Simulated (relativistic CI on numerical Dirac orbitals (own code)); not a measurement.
Relativistic CI calculation, with input and output: As²⁺

System: As²⁺.
Method: Dirac-Coulomb-Breit CI, KLI orbitals optimised for each configuration, model QED (radiative potential, 1s self-energy scaled to tabulated hydrogen-like ionisation energies), valence Slater integrals scaled by 0.85, configuration energies shifted to the measured levels that pair with them (semi-empirical) (relativistic CI on numerical Dirac orbitals, in-house).

**The input**
```
atom As  Z=33  charge=2  electrons=31
nucleus A=75  rms_radius_fm=4.0968
hamiltonian dirac-coulomb  breit=on  qed=on  c_scale=1
orbitals kli  potential=per-configuration
slater_scale 0.85
correlation fit
mixing on
configurations
  [Ar] 3d10 4s2 4p
  [Ar] 3d10 4s 4p2
  [Ar] 3d10 4s2 5s
  [Ar] 3d10 4s2 4d
  [Ar] 3d10 4s2 5p
  [Ar] 3d10 4s2 6s
  [Ar] 3d10 4s2 5d
  [Ar] 3d10 4p3
  [Ar] 3d10 4s2 4f
  [Ar] 3d10 4s 4p 4d
  [Ar] 3d10 4s 4p 4f
  [Ar] 3d10 4s2 6p
  [Ar] 3d10 4s2 5f
  [Ar] 3d10 4p 4d2
  [Ar] 3d10 4s2 6d
  [Ar] 3d10 4s2 5g
  [Ar] 3d10 4s 4p 5s
  [Ar] 3d10 4s2 6f
  [Ar] 3d10 4s 4p 5p
  [Ar] 3d10 4p2 4d
  [Ar] 3d10 4s 4d2
  [Ar] 3d10 4s 4p 6s
  [Ar] 3d10 4p 4f2
  [Ar] 3d10 4s 4p 5d
  [Ar] 3d10 4s 4p 6p
end
```

Hardware: 1 thread of AMD EPYC 7571, 16 GiB of memory available, shared host.

The run was one of a batch that the task file lists, launched with:
```bash
python <driver script> task.json out
```

The program writes its results to a structured record and prints no log; tables and figures of this report are taken from that record.

**The lowest 30 levels**

| Configuration | Level | E (cm⁻¹) | LS purity (%) | Landé g | Lifetime (s; – stable or not computed) |
| --- | --- | --- | --- | --- | --- |
| 4s² 4p | ²P°₁/₂ | 0 | 97 | 0.666 | – |
| 4s² 4p | ²P°₃/₂ | 2,784 | 97 | 1.334 | 5.2×10⁰ |
| 4s 4p² | ⁴P₁/₂ | 63,940 | 99 | 2.668 | 6.0×10⁻⁷ |
| 4s 4p² | ⁴P₃/₂ | 65,040 | 99 | 1.734 | 4.4×10⁻⁶ |
| 4s 4p² | ⁴P₅/₂ | 66,650 | 99 | 1.599 | 1.6×10⁻⁶ |
| 4s 4p² | ²D₃/₂ | 84,970 | 80 | 0.801 | 7.0×10⁻⁹ |
| 4s 4p² | ²D₅/₂ | 85,300 | 80 | 1.202 | 8.7×10⁻⁹ |
| 4s² 5s | J = 1/2 (even, mixed) | 106,000 | 48 | 1.974 | 1.7×10⁻¹⁰ |
| 4s² 5s | J = 1/2 (even, mixed) | 106,800 | 50 | 1.983 | 7.3×10⁻⁹ |
| 4s 4p² | ²P₁/₂ | 114,300 | 92 | 0.715 | 1.2×10⁻¹⁰ |
| 4s 4p² | ²P₃/₂ | 115,800 | 87 | 1.285 | 1.2×10⁻¹⁰ |
| 4s² 4d | ²D₃/₂ | 117,700 | 71 | 0.848 | 1.3×10⁻¹⁰ |
| 4s² 4d | ²D₅/₂ | 117,700 | 79 | 1.200 | 1.4×10⁻¹⁰ |
| 4s² 5p | ²P°₁/₂ | 131,500 | 98 | 0.666 | 2.9×10⁻⁹ |
| 4s² 5p | ²P°₃/₂ | 132,200 | 98 | 1.334 | 2.8×10⁻⁹ |
| 4p³ | J = 3/2 (odd, mixed) | 160,900 | 53 | 0.805 | 6.1×10⁻⁹ |
| 4p³ | J = 5/2 (odd, mixed) | 161,400 | 54 | 1.200 | 6.2×10⁻⁹ |
| 4s² 6s | ²S₁/₂ | 162,900 | 100 | 2.002 | 5.1×10⁻¹⁰ |
| 4s² 5d | ²D₃/₂ | 165,600 | 98 | 0.800 | 4.2×10⁻¹⁰ |
| 4s² 5d | ²D₅/₂ | 165,700 | 98 | 1.200 | 4.3×10⁻¹⁰ |
| 4s² 4f | ²F°₇/₂ | 167,000 | 97 | 1.143 | 6.9×10⁻¹⁰ |
| 4s² 4f | ²F°₅/₂ | 167,000 | 97 | 0.857 | 7.0×10⁻¹⁰ |
| 4p³ | ⁴S°₃/₂ | 167,200 | 98 | 1.992 | 1.5×10⁻¹⁰ |
| 4s² 6p | ²P°₁/₂ | 172,900 | 81 | 0.853 | 1.7×10⁻⁹ |
| 4s 4p 4d | ⁴F°₃/₂ | 173,000 | 98 | 0.404 | 3.5×10⁻⁸ |
| 4s² 6p | ²P°₃/₂ | 173,300 | 87 | 1.351 | 2.1×10⁻⁹ |
| 4s 4p 5s | ⁴P°₁/₂ | 173,600 | 90 | 2.474 | 4.6×10⁻¹⁰ |
| 4s 4p 4d | ⁴F°₅/₂ | 173,600 | 98 | 1.031 | 2.1×10⁻⁸ |
| 4s 4p 4d | ⁴F°₇/₂ | 174,500 | 98 | 1.240 | 1.9×10⁻⁸ |
| 4s 4p 5s | ⁴P°₃/₂ | 174,700 | 94 | 1.712 | 4.3×10⁻¹⁰ |

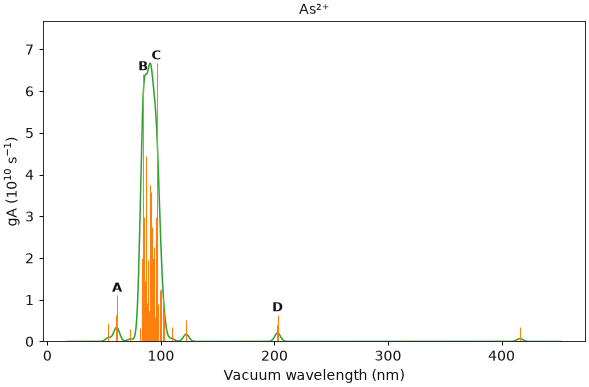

Fig. 1: The stronger electric dipole lines (weighted rates gA) for As III (As²⁺). The envelope is a Gaussian of full width 6 nm, scaled to the tallest stick. A: 4s² 5d ²D₅/₂ → 4s² 4p ²P°₃/₂, 61.38 nm, gA = 1.1×10¹⁰ s⁻¹; B: 4s 4p 4d ⁴D°₇/₂ → 4s 4p² ⁴P₅/₂, 84.43 nm, gA = 6.4×10¹⁰ s⁻¹; C: 4s 4p 4d ²F°₇/₂ → 4s² 4d ²D₅/₂, 96.14 nm, gA = 6.7×10¹⁰ s⁻¹; D: 4s² 4f ²F°₇/₂ → 4s² 4d ²D₅/₂, 202.8 nm, gA = 6.3×10⁹ s⁻¹. The strongest, C, lies in the extreme ultraviolet region.

**Summary**

- outcome: converged
- lowest level: 4s² 4p ²P°₁/₂
- first excited level: 4s² 4p ²P°₃/₂, 2,784 cm⁻¹
- levels computed: 313
- SCF iterations: 244
- wall time: 4 s

**Remarks**

Caveats: shifts are fitted to measured levels, configurations with none paired borrow a shift and can be misplaced by tens of thousands of cm⁻¹; rates and lifetimes follow the computed energies and can be off by orders of magnitude; one shift a configuration: terms inside it, and wavelengths, can be off by thousands of cm⁻¹; the fine structure of a weakly bound d or f electron outside closed shells is too small or inverted; only a limited list of configurations is included, so lower levels can be missing; only lines among the lowest 78 of 313 levels are drawn.
